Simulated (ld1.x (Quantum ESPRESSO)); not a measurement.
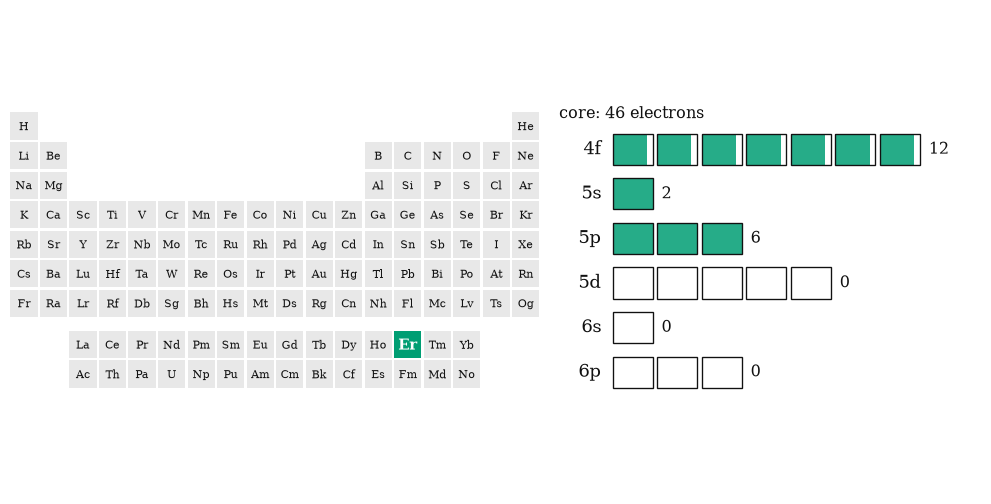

Left, the place of erbium in the periodic table; right, the valence shells of the reference configuration: a box for each of the 2l + 1 orbitals, shaded by the share of the shell that is filled, with the electron count at the right.

## Er: pseudopotential generation (part 1 of 2)

- system: erbium (Er, Z = 68), core [Kr] 4d10, reference valence 4f12 5s2 5p6 5d0 6s0 6p0 (an ion of charge +2), valence charge 22.
- method: TM potential, LDA (PZ), scalar-relativistic, made with ld1.x (Quantum ESPRESSO) 7.5

## The input
```
 &input
   title='Er', zed=68., rel=1, dft='PZ', iswitch=3,
   config='[Xe] 4f12 5d0 6s0 6p0',
   nld=4, rlderiv=3.60, eminld=-7.0, emaxld=5.0, deld=0.02
 /
 &inputp
   pseudotype=2, tm=.true., lloc=1,
   nlcc=.true., rcore=0.60,
   file_pseudopw='Er.UPF', file_wfcaegen='ae.wfc', file_wfcncgen='nc.wfc', file_beta='beta', file_chi='chi'
 /
4
5S  1  0   2.00   0.00  1.25  1.25  0.0
5D  3  2   0.00   0.00  3.30  3.30  0.0
4F  4  3  12.00   0.00  1.15  1.15  0.0
5P  2  1   6.00   0.00  2.15  2.15  0.0
 &test
   configts(1)='4f12 5s2 5p6 5d0 6s0 6p0'
 /
```

## Input of the test run
```
 &input
   title='Er', zed=68., rel=1, dft='PZ', iswitch=2,
   config='[Xe] 4f12 5d0 6s0 6p0'
 /
 &test
   file_pseudo='Er.UPF', nconf=10,
   configts(1)='4f12 5s2 5p6 5d0 6s0 6p0',
   configts(2)='4f12 5s2 5p6 5d0 6s2 6p0',
   configts(3)='4f12 5s2 5p6 5d0 6s1 6p0',
   configts(4)='4f11 5s2 5p6 5d0 6s0 6p0',
   configts(5)='4f12 5s2 5p5 5d0 6s2 6p0',
   configts(6)='4f12 5s2 5p6 5d0 6s0 6p2',
   configts(7)='4f12 5s2 5p6 5d1 6s1 6p0',
   configts(8)='4f12 5s1 5p6 5d0 6s2 6p0',
   configts(9)='4f12 5s2 5p6 5d0 6s0 6p0', lsdts(9)=1,
   configts(10)='4f12 5s2 5p6 5d0 6s2 6p0', lsdts(10)=1
 /
```

Command:
```bash
ld1.x < Er.in > Er.out
```

## Log
```
     Program LD1 v.7.5
     --------------------------- All-electron run ----------------------------

     Er
     scalar relativistic calculation

     atomic number is 68.00
     dft =PZ   lsd =0 sic =0 latt =0  beta=0.20 tr2=1.0E-14
     Exchange-correlation= PZ
                           (   1   1   0   0   0   0   0)
     mesh =1267 r(mesh) = 100.03222 a.u. xmin = -7.00 dx = 0.01250
     1 Ry =  13.60569312 eV, c = 137.03599908

     n l     nl                  e(Ry)          e(Ha)          e(eV)
     1 0     1S 1( 2.00)     -4214.4089     -2107.2045    -57339.9544
     2 0     2S 1( 2.00)      -708.9648      -354.4824     -9645.9571
     2 1     2P 1( 6.00)      -627.4133      -313.7067     -8536.3931
     3 0     3S 1( 2.00)      -159.6246       -79.8123     -2171.8030
     3 1     3P 1( 6.00)      -134.8205       -67.4103     -1834.3270
     4 0     4S 1( 2.00)       -32.2889       -16.1444      -439.3123
     4 1     4P 1( 6.00)       -24.1282       -12.0641      -328.2813
     3 2     3D 1(10.00)      -103.7188       -51.8594     -1411.1667
     5 0     5S 1( 2.00)        -4.8944        -2.4472       -66.5912
     5 1     5P 1( 6.00)        -3.0147        -1.5074       -41.0177
     4 2     4D 1(10.00)       -13.1982        -6.5991      -179.5710
     4 3     4F 1(12.00)        -1.3048        -0.6524       -17.7526
     5 2     5D 1( 0.00)        -1.0043        -0.5021       -13.6639
     6 0     6S 1( 0.00)        -1.0944        -0.5472       -14.8899
     6 1     6P 1( 0.00)        -0.7455        -0.3728       -10.1431

     final scf error:  4.1E-15 reached in  24 iterations

     Etot =  -26154.845200 Ry,  -13077.422600 Ha, -355854.797474 eV

     Ekin =   28353.132202 Ry,   14176.566101 Ha,  385764.015819 eV
     Encl =  -64139.304874 Ry,  -32069.652437 Ha, -872659.699242 eV
     Eh   =   10169.437619 Ry,    5084.718809 Ha,  138362.247472 eV
     Exc  =    -538.110147 Ry,    -269.055073 Ha,   -7321.361523 eV

     normalization and overlap integrals

     s(1S/1S) =  1.000000  <r> =   0.0204  <r2> =    0.0006  r(max) =   0.0128
     s(2S/2S) =  1.000000  <r> =   0.0865  <r2> =    0.0088  r(max) =   0.0728
     s(2P/2P) =  1.000000  <r> =   0.0767  <r2> =    0.0072  r(max) =   0.0596
     s(3S/3S) =  1.000000  <r> =   0.2256  <r2> =    0.0581  r(max) =   0.2081
     s(3P/3P) =  1.000000  <r> =   0.2247  <r2> =    0.0585  r(max) =   0.2030
     s(4S/4S) =  1.000000  <r> =   0.5084  <r2> =    0.2920  r(max) =   0.4750
     s(4P/4P) =  1.000000  <r> =   0.5394  <r2> =    0.3313  r(max) =   0.4931
     s(3D/3D) =  1.000000  <r> =   0.2039  <r2> =    0.0488  r(max) =   0.1662
     s(5S/5S) =  1.000000  <r> =   1.2513  <r2> =    1.7646  r(max) =   1.1113
     s(5P/5P) =  1.000000  <r> =   1.4860  <r2> =    2.5133  r(max) =   1.2751
     s(4D/4D) =  1.000000  <r> =   0.5842  <r2> =    0.3965  r(max) =   0.5120
     s(4F/4F) =  1.000000  <r> =   0.8192  <r2> =    0.9151  r(max) =   0.5056
     s(5D/5D) =  1.000000  <r> =   2.4069  <r2> =    6.8053  r(max) =   1.9022
     s(6S/6S) =  1.000000  <r> =   3.2585  <r2> =   11.8896  r(max) =   2.9095
     s(6P/6P) =  1.000000  <r> =   4.0798  <r2> =   18.7121  r(max) =   3.6437

     ------------------------ End of All-electron run ------------------------

     --------------------- Generating NC pseudopotential ---------------------

      Generating local pot.: lloc=1, matching radius rcloc =   2.1500

      Computing core charge for nlcc:

       r > 0.60 : true rho core
       r < 0.60 : rho core = a sin(br)/r    a=  90.45  b=   4.07

      Integrated core pseudo-charge :  20.68

      Wfc   5S  rcut= 1.259  Using Troullier-Martins method

      Wfc   5D  rcut= 3.338  Using Troullier-Martins method

      Wfc   4F  rcut= 1.139  Using Troullier-Martins method

     ------------------- End of pseudopotential generation -------------------

     --------------------------- All-electron run ----------------------------

     Er
     scalar relativistic calculation

     atomic number is 68.00
     dft =PZ   lsd =0 sic =0 latt =0  beta=0.20 tr2=1.0E-14
     Exchange-correlation= PZ
                           (   1   1   0   0   0   0   0)
     mesh =1267 r(mesh) = 100.03222 a.u. xmin = -7.00 dx = 0.01250
     1 Ry =  13.60569312 eV, c = 137.03599908

     n l     nl                  e(Ry)          e(Ha)          e(eV)
     1 0     1S 1( 2.00)     -4214.4089     -2107.2045    -57339.9544
     2 0     2S 1( 2.00)      -708.9648      -354.4824     -9645.9571
     2 1     2P 1( 6.00)      -627.4133      -313.7067     -8536.3931
     3 0     3S 1( 2.00)      -159.6246       -79.8123     -2171.8030
     3 1     3P 1( 6.00)      -134.8205       -67.4103     -1834.3270
     4 0     4S 1( 2.00)       -32.2889       -16.1444      -439.3123
     4 1     4P 1( 6.00)       -24.1282       -12.0641      -328.2813
     3 2     3D 1(10.00)      -103.7188       -51.8594     -1411.1667
     5 0     5S 1( 2.00)        -4.8944        -2.4472       -66.5912
     5 1     5P 1( 6.00)        -3.0147        -1.5074       -41.0177
     4 2     4D 1(10.00)       -13.1982        -6.5991      -179.5710
     4 3     4F 1(12.00)        -1.3048        -0.6524       -17.7526
     5 2     5D 1( 0.00)        -1.0043        -0.5021       -13.6639
     6 0     6S 1( 0.00)        -1.0944        -0.5472       -14.8899
     6 1     6P 1( 0.00)        -0.7455        -0.3728       -10.1431

     final scf error:  4.1E-15 reached in  24 iterations

     Etot =  -26154.845200 Ry,  -13077.422600 Ha, -355854.797474 eV

     Ekin =   28353.132202 Ry,   14176.566101 Ha,  385764.015819 eV
     Encl =  -64139.304874 Ry,  -32069.652437 Ha, -872659.699242 eV
     Eh   =   10169.437619 Ry,    5084.718809 Ha,  138362.247472 eV
     Exc  =    -538.110147 Ry,    -269.055073 Ha,   -7321.361523 eV

     normalization and overlap integrals

     s(1S/1S) =  1.000000  <r> =   0.0204  <r2> =    0.0006  r(max) =   0.0128
     s(2S/2S) =  1.000000  <r> =   0.0865  <r2> =    0.0088  r(max) =   0.0728
     s(2P/2P) =  1.000000  <r> =   0.0767  <r2> =    0.0072  r(max) =   0.0596
     s(3S/3S) =  1.000000  <r> =   0.2256  <r2> =    0.0581  r(max) =   0.2081
     s(3P/3P) =  1.000000  <r> =   0.2247  <r2> =    0.0585  r(max) =   0.2030
     s(4S/4S) =  1.000000  <r> =   0.5084  <r2> =    0.2920  r(max) =   0.4750
     s(4P/4P) =  1.000000  <r> =   0.5394  <r2> =    0.3313  r(max) =   0.4931
     s(3D/3D) =  1.000000  <r> =   0.2039  <r2> =    0.0488  r(max) =   0.1662
     s(5S/5S) =  1.000000  <r> =   1.2513  <r2> =    1.7646  r(max) =   1.1113
     s(5P/5P) =  1.000000  <r> =   1.4860  <r2> =    2.5133  r(max) =   1.2751
     s(4D/4D) =  1.000000  <r> =   0.5842  <r2> =    0.3965  r(max) =   0.5120
     s(4F/4F) =  1.000000  <r> =   0.8192  <r2> =    0.9151  r(max) =   0.5056
     s(5D/5D) =  1.000000  <r> =   2.4069  <r2> =    6.8053  r(max) =   1.9022
     s(6S/6S) =  1.000000  <r> =   3.2585  <r2> =   11.8896  r(max) =   2.9095
     s(6P/6P) =  1.000000  <r> =   4.0798  <r2> =   18.7121  r(max) =   3.6437

     ------------------------ End of All-electron run ------------------------

     Computing logarithmic derivative in   3.62104

       Warning: n=4, l=3 expected 0 nodes, found 1
       Setting wfc to zero for this iteration
       (This warning will only be printed once per wavefunction)

       Warning: n=2, l=0 expected 1 nodes, found 2
       Setting wfc to zero for this iteration
       (This warning will only be printed once per wavefunction)

     Computing logarithmic derivative in   3.62104
     Computing the partial wave expansion
     R is outside the sphere for l=    0 j= 0.00
       no projector for channel:   1
     R is outside the sphere for l=    2 j= 0.00
     R is outside the sphere for l=    3 j= 0.00

     ---------------------- Testing the pseudopotential ----------------------

     Er
     scalar relativistic calculation

     atomic number is 68.00   valence charge is 22.00
     dft =PZ   lsd =0 sic =0 latt =0  beta=0.20 tr2=1.0E-14
     mesh =1267 r(mesh) = 100.03222 xmin = -7.00 dx = 0.01250

     n l     nl             e AE (Ry)        e PS (Ry)    De AE-PS (Ry)
     4 3     4F   1(12.00)       -1.30479       -1.30477       -0.00002
     1 0     5S   1( 2.00)       -4.89437       -4.89442        0.00005
     2 1     5P   1( 6.00)       -3.01475       -3.01475        0.00000
     3 2     5D   1( 0.00)       -1.00428       -1.00428        0.00000
     2 0     6S   1( 0.00)       -1.09439       -1.09439        0.00000
     3 1     6P   1( 0.00)       -0.74551       -0.75811        0.01260  !

     eps = 8.6E-15  iter = 17

     Etot =  -26154.845200 Ry,  -13077.422600 Ha, -355854.797474 eV
     Etotps =  -449.483261 Ry,    -224.741631 Ha,   -6115.531317 eV

     Ekin =     444.207414 Ry,     222.103707 Ha,    6043.749761 eV
     Encl =    -761.353116 Ry,    -380.676558 Ha,  -10358.736857 eV
     Ehrt =     342.599516 Ry,     171.299758 Ha,    4661.303875 eV
     Ecxc =    -121.832533 Ry,     -60.916267 Ha,   -1657.616063 eV
     (Ecc =     -69.383928 Ry,     -34.691964 Ha,    -944.016428 eV)
     Epseu=    -353.104542 Ry,    -176.552271 Ha,   -4804.232033 eV

     ---------------------- End of pseudopotential test ----------------------
```

## Output of the test run (extracts)
```
     ---------------------- Testing the pseudopotential ----------------------

     Er
     scalar relativistic calculation

     atomic number is 68.00   valence charge is 22.00
     dft =PZ   lsd =0 sic =0 latt =0  beta=0.20 tr2=1.0E-14
     mesh =1267 r(mesh) = 100.03222 xmin = -7.00 dx = 0.01250

     n l     nl             e AE (Ry)        e PS (Ry)    De AE-PS (Ry)
     4 3     4F   1(12.00)       -1.30479       -1.30477       -0.00002
     1 0     5S   1( 2.00)       -4.89437       -4.89442        0.00005
     2 1     5P   1( 6.00)       -3.01475       -3.01475        0.00000
     3 2     5D   1( 0.00)       -1.00428       -1.00428        0.00000
     2 0     6S   1( 0.00)       -1.09439       -1.09439        0.00000
     3 1     6P   1( 0.00)       -0.74551       -0.75811        0.01260  !

     eps = 6.6E-15  iter = 18

     Etot =  -26154.845200 Ry,  -13077.422600 Ha, -355854.797475 eV
     Etotps =  -449.483259 Ry,    -224.741629 Ha,   -6115.531283 eV

     Ekin =     444.207418 Ry,     222.103709 Ha,    6043.749814 eV
     Encl =    -761.353116 Ry,    -380.676558 Ha,  -10358.736853 eV
     Ehrt =     342.599516 Ry,     171.299758 Ha,    4661.303874 eV
     Ecxc =    -121.832534 Ry,     -60.916267 Ha,   -1657.616063 eV
     (Ecc =     -69.383928 Ry,     -34.691964 Ha,    -944.016428 eV)
     Epseu=    -353.104543 Ry,    -176.552272 Ha,   -4804.232054 eV

     ---------------------- End of pseudopotential test ----------------------

     ---------------------- Testing the pseudopotential ----------------------

     Er
     scalar relativistic calculation

     atomic number is 68.00   valence charge is 22.00
     dft =PZ   lsd =0 sic =0 latt =0  beta=0.20 tr2=1.0E-14
     mesh =1267 r(mesh) = 100.03222 xmin = -7.00 dx = 0.01250

     n l     nl             e AE (Ry)        e PS (Ry)    De AE-PS (Ry)
     4 3     4F   1(12.00)       -0.24649       -0.07395       -0.17255  !
     1 0     5S   1( 2.00)       -3.82303       -1.16938       -2.65365  !
     2 1     5P   1( 6.00)       -1.94933       -0.60120       -1.34813  !
     3 2     5D   1( 0.00)       -0.07944       -0.07944        0.00000
     2 0     6S   1( 2.00)       -0.29331       -0.29331        0.00000
     3 1     6P   1( 0.00)       -0.08701       -0.08701        0.00000

     eps = 1.5E-27  iter =  7

     Etot =  -26156.224843 Ry,  -13078.112421 Ha, -355873.568468 eV
     Etotps =   -76.803872 Ry,     -38.401936 Ha,   -1044.969906 eV
     dEtot_ae =      -1.379643 Ry
     dEtot_ps =     372.679387 Ry,   Delta E=    -374.059030 Ry

     Ekin =      -7.419944 Ry,      -3.709972 Ha,    -100.953479 eV
     Encl =       0.000000 Ry,       0.000000 Ha,       0.000000 eV
     Ehrt =       0.000000 Ry,       0.000000 Ha,       0.000000 eV
     Ecxc =     -69.383928 Ry,     -34.691964 Ha,    -944.016428 eV
     (Ecc =     -69.383928 Ry,     -34.691964 Ha,    -944.016428 eV)

     ---------------------- End of pseudopotential test ----------------------

     ---------------------- Testing the pseudopotential ----------------------

     Er
     scalar relativistic calculation

     atomic number is 68.00   valence charge is 22.00
     dft =PZ   lsd =0 sic =0 latt =0  beta=0.20 tr2=1.0E-14
     mesh =1267 r(mesh) = 100.03222 xmin = -7.00 dx = 0.01250

     n l     nl             e AE (Ry)        e PS (Ry)    De AE-PS (Ry)
     4 3     4F   1(12.00)       -0.73665       -1.30477        0.56812  !
     1 0     5S   1( 2.00)       -4.31859       -4.89442        0.57583  !
     2 1     5P   1( 6.00)       -2.44328       -3.01475        0.57147  !
     3 2     5D   1( 0.00)       -0.51046       -0.51046        0.00000
     2 0     6S   1( 1.00)       -0.68626       -0.68626        0.00000
     3 1     6P   1( 0.00)       -0.41322       -0.12397       -0.28926  !

     eps = 5.2E-15  iter = 23

     Etot =  -26155.739420 Ry,  -13077.869710 Ha, -355866.963953 eV
     Etotps =  -450.169516 Ry,    -225.084758 Ha,   -6124.868294 eV
     dEtot_ae =      -0.894220 Ry
     dEtot_ps =      -0.686258 Ry,   Delta E=      -0.207962 Ry

     Ekin =     443.521163 Ry,     221.760582 Ha,    6034.412839 eV
     Encl =    -761.353115 Ry,    -380.676557 Ha,  -10358.736834 eV
     Ehrt =     342.599515 Ry,     171.299757 Ha,    4661.303861 eV
     Ecxc =    -121.832534 Ry,     -60.916267 Ha,   -1657.616064 eV
     (Ecc =     -69.383928 Ry,     -34.691964 Ha,    -944.016428 eV)
     Epseu=    -353.104546 Ry,    -176.552273 Ha,   -4804.232096 eV

     ---------------------- End of pseudopotential test ----------------------

     ---------------------- Testing the pseudopotential ----------------------

     Er
     scalar relativistic calculation

     atomic number is 68.00   valence charge is 22.00
     dft =PZ   lsd =0 sic =0 latt =0  beta=0.20 tr2=1.0E-14
     mesh =1267 r(mesh) = 100.03222 xmin = -7.00 dx = 0.01250

     n l     nl             e AE (Ry)        e PS (Ry)    De AE-PS (Ry)
     4 3     4F   1(11.00)       -2.63041       -2.64537        0.01496  !
     1 0     5S   1( 2.00)       -6.04715       -6.03449       -0.01265  !
     2 1     5P   1( 6.00)       -4.08935       -4.08785       -0.00150
     3 2     5D   1( 0.00)       -1.85233       -1.83318       -0.01914  !
     2 0     6S   1( 0.00)       -1.73899       -1.73899        0.00000
     3 1     6P   1( 0.00)       -1.29052       -1.32242        0.03190  !

     eps = 9.3E-15  iter = 12

     Etot =  -26152.893934 Ry,  -13076.446967 Ha, -355828.249144 eV
     Etotps =  -447.528191 Ry,    -223.764096 Ha,   -6088.931235 eV
     dEtot_ae =       1.951266 Ry
     dEtot_ps =       1.955068 Ry,   Delta E=      -0.003801 Ry

     Ekin =     429.146156 Ry,     214.573078 Ha,    5838.830908 eV
     Encl =    -733.654915 Ry,    -366.827457 Ha,   -9981.883627 eV
     Ehrt =     318.155834 Ry,     159.077917 Ha,    4328.730637 eV
     Ecxc =    -120.119100 Ry,     -60.059550 Ha,   -1634.303609 eV
     (Ecc =     -69.383928 Ry,     -34.691964 Ha,    -944.016428 eV)
     Epseu=    -341.056167 Ry,    -170.528083 Ha,   -4640.305545 eV

     ---------------------- End of pseudopotential test ----------------------

     ---------------------- Testing the pseudopotential ----------------------

     Er
     scalar relativistic calculation

     atomic number is 68.00   valence charge is 22.00
     dft =PZ   lsd =0 sic =0 latt =0  beta=0.20 tr2=1.0E-14
     mesh =1267 r(mesh) = 100.03222 xmin = -7.00 dx = 0.01250

     n l     nl             e AE (Ry)        e PS (Ry)    De AE-PS (Ry)
     4 3     4F   1(12.00)       -1.11470       -1.36647        0.25177  !
     1 0     5S   1( 2.00)       -4.69238       -5.71553        1.02315  !
     2 1     5P   1( 5.00)       -2.78096       -3.80080        1.01985  !
     3 2     5D   1( 0.00)       -0.70811       -0.70811        0.00000
     2 0     6S   1( 2.00)       -0.79937       -0.79937        0.00000
     3 1     6P   1( 0.00)       -0.48397       -0.48397        0.00000

     eps = 6.1E-15  iter = 16

     Etot =  -26153.873174 Ry,  -13076.936587 Ha, -355841.572388 eV
     Etotps =  -117.815328 Ry,     -58.907664 Ha,   -1602.959202 eV
     dEtot_ae =       0.972026 Ry
     dEtot_ps =     331.667931 Ry,   Delta E=    -330.695905 Ry

     Ekin =     -48.431401 Ry,     -24.215700 Ha,    -658.942774 eV
     Encl =       0.000000 Ry,       0.000000 Ha,       0.000000 eV
     Ehrt =       0.000000 Ry,       0.000000 Ha,       0.000000 eV
     Ecxc =     -69.383928 Ry,     -34.691964 Ha,    -944.016428 eV
     (Ecc =     -69.383928 Ry,     -34.691964 Ha,    -944.016428 eV)

     ---------------------- End of pseudopotential test ----------------------

     ---------------------- Testing the pseudopotential ----------------------

     Er
     scalar relativistic calculation

     atomic number is 68.00   valence charge is 22.00
     dft =PZ   lsd =0 sic =0 latt =0  beta=0.20 tr2=1.0E-14
     mesh =1267 r(mesh) = 100.03222 xmin = -7.00 dx = 0.01250

     n l     nl             e AE (Ry)        e PS (Ry)    De AE-PS (Ry)
     4 3     4F   1(12.00)       -0.45994       -0.13798       -0.32196  !
     1 0     5S   1( 2.00)       -4.04361       -1.23926       -2.80435  !
     2 1     5P   1( 6.00)       -2.16703       -0.66992       -1.49711  !
     3 2     5D   1( 0.00)       -0.23248       -0.23248        0.00000
     2 0     6S   1( 0.00)       -0.41245       -0.41245        0.00000
     3 1     6P   1( 2.00)       -0.17420       -0.08381       -0.09039  !

     eps = 1.8E-15  iter = 14

     Etot =  -26155.780948 Ry,  -13077.890474 Ha, -355867.528965 eV
     Etotps =   -77.705403 Ry,     -38.852702 Ha,   -1057.235872 eV
     dEtot_ae =      -0.935747 Ry
     dEtot_ps =     371.777855 Ry,   Delta E=    -372.713603 Ry

     Ekin =      -8.321476 Ry,      -4.160738 Ha,    -113.219445 eV
     Encl =       0.000000 Ry,       0.000000 Ha,       0.000000 eV
     Ehrt =       0.000000 Ry,       0.000000 Ha,       0.000000 eV
     Ecxc =     -69.383928 Ry,     -34.691964 Ha,    -944.016428 eV
     (Ecc =     -69.383928 Ry,     -34.691964 Ha,    -944.016428 eV)

     ---------------------- End of pseudopotential test ----------------------
```

(Continued in part 2.) Outcome of the run: generated, with a ghost state; ld1.x warns of wrong node counts.
